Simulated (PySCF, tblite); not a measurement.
# C19H18Si: electronic excitations, NMR shifts, part 1 of 2

What do calculations give for the electronic excitations, NMR shifts of C19H18Si (`C[Si](C)(C)C#Cc1cccc2c1ccc1ccccc12`)?

Computed with tblite 0.8.0 and PySCF 2.14.0 and routines of our own; the level stands in each step. Atoms count from 0.

### 1 The starting structure

38 atoms, charge 0, multiplicity 1; geometry from: force field, distance geometry or constructed start.

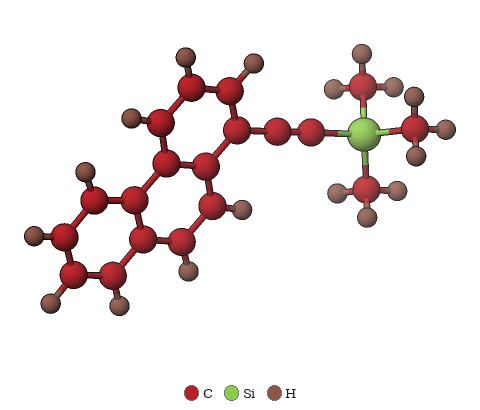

The starting geometry (carbon red, silicon green, hydrogen brown).

### 2 Relaxing the molecule with GFN2-xTB

What the job is given:

```
{"job": {"kind": "relax", "xc": "GFN2-xTB", "basis": "xTB"}, "charge": 0, "multiplicity": 1}
C     -4.347400    -1.191700    -1.486000
Si    -4.281600    -0.257700     0.136500
C     -5.039300    -1.315100     1.494400
C     -5.240800     1.346500    -0.020100
C     -2.480500     0.115700     0.577600
C     -1.336400     0.353200     0.840100
C      0.037100     0.643000     1.168100
C      0.273700     1.337500     2.362800
C      1.569300     1.642100     2.737500
C      2.630700     1.259200     1.925800
C      2.450000     0.553600     0.705000
C      1.111800     0.241800     0.333000
C      0.898300    -0.455100    -0.865200
C      1.959800    -0.845000    -1.692900
C      3.272500    -0.545200    -1.343000
C      4.315300    -0.956800    -2.187600
C      5.646400    -0.681900    -1.883500
C      5.945400    -0.002100    -0.719200
C      4.915700     0.412500     0.137500
C      3.551100     0.153100    -0.140100
H     -5.390700    -1.414100    -1.750100
H     -3.802000    -2.131200    -1.417500
H     -3.911000    -0.589400    -2.284300
H     -4.507900    -2.262100     1.600400
H     -6.087800    -1.539100     1.259400
H     -5.023400    -0.791400     2.456900
H     -4.814700     1.975600    -0.800900
H     -6.286500     1.141900    -0.263500
H     -5.215100     1.902900     0.923400
H     -0.559100     1.634900     2.999200
H      1.756700     2.184200     3.661400
H      3.625900     1.530500     2.269300
H     -0.107400    -0.712000    -1.192500
H      1.733800    -1.384200    -2.604500
H      4.099400    -1.494500    -3.116900
H      6.440700    -1.002800    -2.555200
H      6.979400     0.221400    -0.469100
H      5.212500     0.946100     1.031500
```

The run is started by

```sh
> OMP_NUM_THREADS=1 python large_run.py task.json out
```

The driver reads the jobs from task.json and runs them one after another.

Standard output:

```text
step      E/eV     max force
  0   -1401.68076    2.802
  1   -1401.74696    4.307
  2   -1401.85189    1.647
  3   -1401.87477    0.845
  4   -1401.88951    0.288
  5   -1401.90525    0.354
  6   -1401.92200    0.464
  7   -1401.93143    0.251
  8   -1401.93640    0.128
  9   -1401.93973    0.162
 10   -1401.94217    0.135
 11   -1401.94367    0.077
 12   -1401.94447    0.040
 13   -1401.94500    0.060
 14   -1401.94558    0.046
 15   -1401.94638    0.049
 16   -1401.94735    0.046
 17   -1401.94837    0.068
 18   -1401.94934    0.074
 19   -1401.95024    0.049
 20   -1401.95103    0.055
 21   -1401.95168    0.058
 22   -1401.95222    0.053
 23   -1401.95273    0.042
 24   -1401.95320    0.041
 25   -1401.95363    0.045
 26   -1401.95404    0.047
 27   -1401.95453    0.053
 28   -1401.95509    0.047
 29   -1401.95559    0.050
 30   -1401.95592    0.040
 31   -1401.95616    0.027
 32   -1401.95637    0.027
 33   -1401.95658    0.028
 34   -1401.95675    0.027
 35   -1401.95689    0.025
 36   -1401.95700    0.025
 37   -1401.95712    0.026
 38   -1401.95724    0.023
 39   -1401.95736    0.020
 40   -1401.95747    0.019
```

Wall time 1.1 s (1 thread of Arm Neoverse V1, shared host); peak memory 0.18 GiB.

Step by step:

| step | energy from step 0 (eV) | largest force (eV/Å) |
| --- | --- | --- |
| 0 | 0.0000 | 2.8019 |
| 1 | -0.0662 | 4.3072 |
| 2 | -0.1711 | 1.6469 |
| 3 | -0.1940 | 0.8448 |
| 4 | -0.2088 | 0.2880 |
| 5 | -0.2245 | 0.3536 |
| 6 | -0.2412 | 0.4641 |
| 7 | -0.2507 | 0.2511 |
| 8 | -0.2556 | 0.1275 |
| 10 | -0.2614 | 0.1344 |
| 13 | -0.2642 | 0.0601 |
| 15 | -0.2656 | 0.0488 |
| 18 | -0.2686 | 0.0736 |
| 20 | -0.2703 | 0.0554 |
| 23 | -0.2720 | 0.0426 |
| 25 | -0.2729 | 0.0443 |
| 28 | -0.2743 | 0.0464 |
| 30 | -0.2752 | 0.0392 |
| 33 | -0.2758 | 0.0279 |
| 36 | -0.2762 | 0.0247 |
| 37 | -0.2764 | 0.0255 |
| 38 | -0.2765 | 0.0236 |
| 39 | -0.2766 | 0.0200 |
| 40 | -0.2767 | 0.0194 |

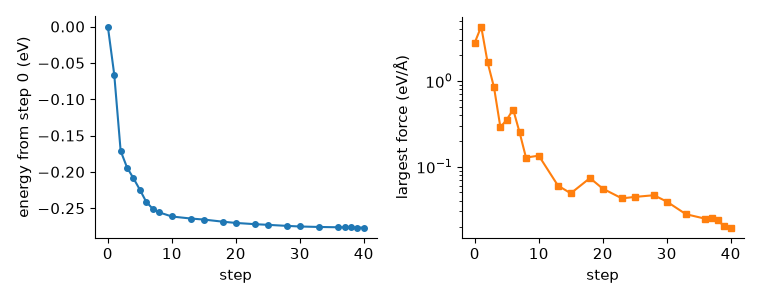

Energy and force, step by step.

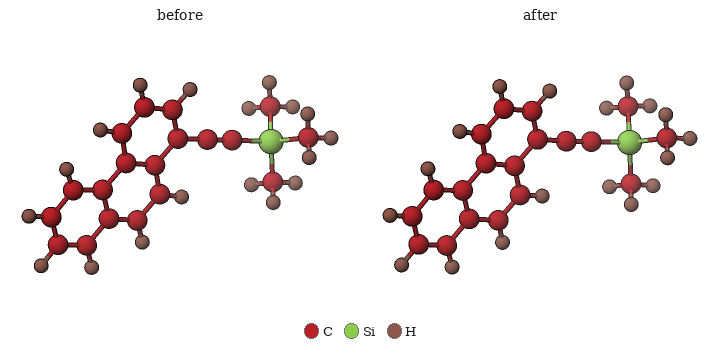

The geometry before (left) and after (right).

Close pairs (by a distance rule), those that changed most:

| bond | before (Å) | after (Å) | change (Å) |
| --- | --- | --- | --- |
| C12–C13 | 1.401 | 1.353 | -0.049 |
| Si1–C4 | 1.892 | 1.856 | -0.036 |
| C0–Si1 | 1.873 | 1.907 | +0.034 |
| C13–C14 | 1.391 | 1.424 | +0.032 |
| Si1–C3 | 1.876 | 1.907 | +0.031 |
| C17–C18 | 1.402 | 1.373 | -0.029 |
| C5–C6 | 1.442 | 1.414 | -0.028 |
| Si1–C2 | 1.880 | 1.907 | +0.026 |

The next job starts from the end point, and lists it.

### 3 Electronic excitations: TDA PBE0/def2-SVP

What the job is given:

```
{"job": {"kind": "uv", "basis": "def2-SVP", "grid": 1, "kgrid": 0, "vcut": 1.5, "nstates": 6, "ntriplets": 2, "tda": true, "delta": [], "pop": true, "xc": "PBE0"}, "charge": 0, "multiplicity": 1}
C     -4.291052    -1.208131    -1.526938
Si    -4.244546    -0.265142     0.129780
C     -4.984261    -1.324118     1.532301
C     -5.182824     1.389431    -0.007746
C     -2.471402     0.097730     0.539393
C     -1.312480     0.330947     0.800028
C      0.022099     0.631484     1.157063
C      0.262420     1.318598     2.334443
C      1.566364     1.625312     2.704835
C      2.624989     1.251827     1.911148
C      2.426549     0.553925     0.708873
C      1.101400     0.238982     0.326138
C      0.860196    -0.467239    -0.885337
C      1.883989    -0.846546    -1.684004
C      3.233803    -0.551580    -1.341137
C      4.285812    -0.951553    -2.181161
C      5.588949    -0.673195    -1.860723
C      5.876275     0.017504    -0.683035
C      4.863851     0.418549     0.153237
C      3.518285     0.148779    -0.144931
H     -5.308979    -1.448582    -1.820861
H     -3.739372    -2.141484    -1.462999
H     -3.848866    -0.620798    -2.326454
H     -4.441409    -2.257205     1.649795
H     -6.025152    -1.570112     1.340673
H     -4.940647    -0.797576     2.481103
H     -4.755019     2.023353    -0.778718
H     -6.230674     1.236326    -0.251377
H     -5.141267     1.939440     0.927750
H     -0.569535     1.611846     2.957273
H      1.746744     2.162183     3.624913
H      3.622917     1.507330     2.229987
H     -0.164540    -0.691377    -1.145699
H      1.697628    -1.382851    -2.604133
H      4.048484    -1.486017    -3.090252
H      6.391323    -0.984536    -2.512825
H      6.902502     0.238533    -0.428216
H      5.121241     0.950352     1.055628
```

With the program's defaults for keys left out, this is: TDA PBE0/def2-SVP, vertical, gas phase, core orbitals frozen in the response, virtual orbitals cut by energy.

Standard output:

```text
start: PBE on a coarse grid of 31777 points
cycle   1  E = -1022.1812792024  dE =  2.584e+00  |g| = 9.386e-01  |ddm| = 8.583e+00
cycle   2  E = -1021.9689953616  dE =  2.123e-01  |g| = 1.277e+00  |ddm| = 2.795e+00
cycle   3  E = -1022.4003734940  dE = -4.314e-01  |g| = 3.544e-01  |ddm| = 1.727e+00
cycle   4  E = -1022.4321883122  dE = -3.181e-02  |g| = 1.254e-01  |ddm| = 4.644e-01
cycle   5  E = -1022.4360590883  dE = -3.871e-03  |g| = 3.515e-02  |ddm| = 1.556e-01
cycle   6  E = -1022.4363595268  dE = -3.004e-04  |g| = 1.373e-02  |ddm| = 6.440e-02
cycle   7  E = -1022.4363981035  dE = -3.858e-05  |g| = 7.624e-03  |ddm| = 2.667e-02
final grid: 137272 points
cycle   8  E = -1022.7609486184  dE = -9.091e-03  |g| = 4.578e-02  |ddm| = 1.465e+00
cycle   9  E = -1022.7607649176  dE =  1.837e-04  |g| = 5.297e-02  |ddm| = 1.386e-01
cycle  10  E = -1022.7615043763  dE = -7.395e-04  |g| = 1.734e-02  |ddm| = 9.341e-02
cycle  11  E = -1022.7615882503  dE = -8.387e-05  |g| = 2.775e-03  |ddm| = 2.458e-02
cycle  12  E = -1022.7615917214  dE = -3.471e-06  |g| = 1.415e-03  |ddm| = 4.758e-03
cycle  13  E = -1022.7615909159  dE =  8.055e-07  |g| = 7.219e-04  |ddm| = 2.228e-03
cycle  14  E = -1022.7615921248  dE = -1.209e-06  |g| = 2.035e-04  |ddm| = 9.631e-04
cycle  15  E = -1022.7615924155  dE = -2.906e-07  |g| = 4.118e-05  |ddm| = 3.047e-04
converged SCF energy = -1022.7615924155

Static polarisability (au): isotropic 246.080, principal 119.191 242.465 376.585

Singlet excitations
state   eV       nm        f      main configurations
  1   3.9745    311.9   0.03123   H->L+1 0.41, H-1->L 0.38, H->L 0.15
  2   4.2052    294.8   0.36317   H->L 0.72, H->L+1 0.12
  3   4.8899    253.6   0.00044   H-3->L 0.90
  4   4.9299    251.5   0.27392   H-1->L+1 0.31, H-1->L 0.22, H->L+1 0.21
  5   4.9392    251.0   0.01302   H-2->L 0.55, H->L+2 0.38
  6   5.0285    246.6   0.45606   H-1->L+1 0.41, H-1->L 0.25, H->L+1 0.14

Triplet excitations (Tamm-Dancoff, eV): 2.8351 3.3665
```

It took 75 s on 1 thread of Arm Neoverse V1, shared host; peak memory 0.65 GiB.

The orbitals next to the gap, with their largest atomic shares:

| orbital | eV | atoms |
| --- | --- | --- |
| HOMO−4 | -8.01 | C8 16 %, C15 13 %, C18 13 % |
| HOMO−3 | -7.63 | C4 36 %, C5 35 %, C0 9 % |
| HOMO−2 | -7.33 | C11 13 %, C14 13 %, C17 13 % |
| HOMO−1 | -6.58 | C7 15 %, C18 15 %, C10 12 % |
| HOMO | -6.16 | C12 12 %, C6 12 %, C4 11 % |
| LUMO | -1.50 | C9 16 %, C6 14 %, C4 9 % |
| LUMO+1 | -1.11 | C18 15 %, C10 14 %, C15 14 % |
| LUMO+2 | -0.21 | C14 15 %, C11 15 %, C17 15 % |
| LUMO+3 | 0.45 | C15 13 %, C18 11 %, C19 11 % |

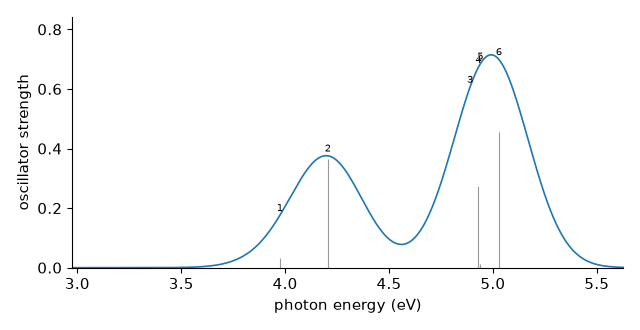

Absorption spectrum from the 6 singlet states computed; above the last one it falls off for lack of states. Lines are broadened to a width of 0.40 eV (Gaussian).

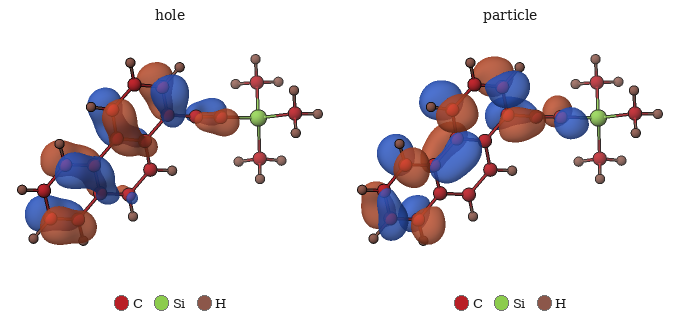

Leading natural transition orbitals of singlet state 6: the electron leaves the hole (left) for the particle orbital (right).

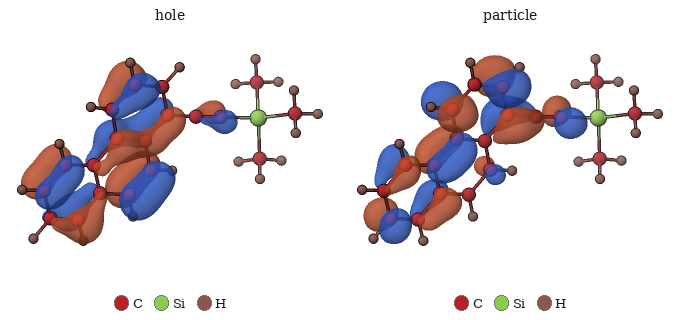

Leading natural transition orbitals of singlet state 1: the electron leaves the hole (left) for the particle orbital (right).

Further results of this job:

| property | computed |
| --- | --- |
| dipole moment (D) | 0.25 |
| polarisability (Å³) | 36.47 |
| HOMO–LUMO gap (eV) | 4.66 |
| −ε(HOMO) (eV) | 6.16 |

Orbitals, density, ELF and potential are computed afterwards from the orbital file.

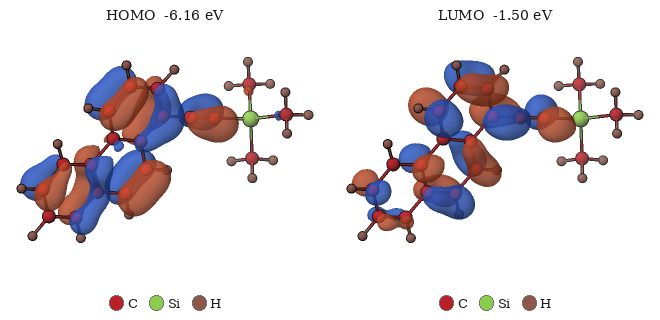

PBE0/def2-SVP orbitals near the gap, drawn at the value that encloses 70 % of each; the two colours are the two signs.

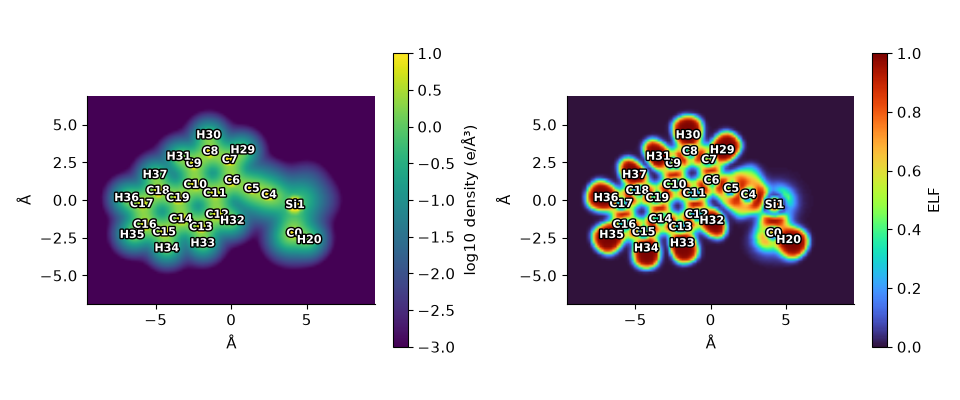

Density (left) and ELF (right) in a plane through or near 28 of the atoms.

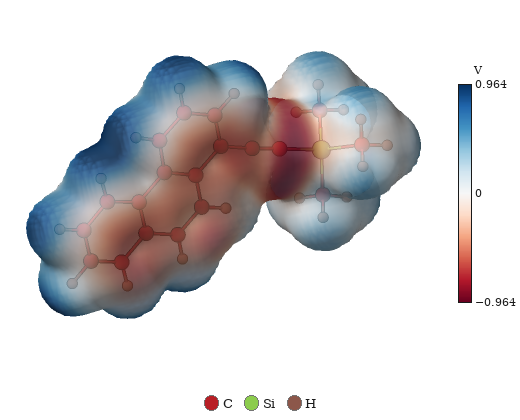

Electrostatic potential on the surface of density 0.002 e/bohr³; red is low, blue high. It runs from -0.83 V near C4 to 0.96 V near H31.

(Continued in part 2 of 2.)
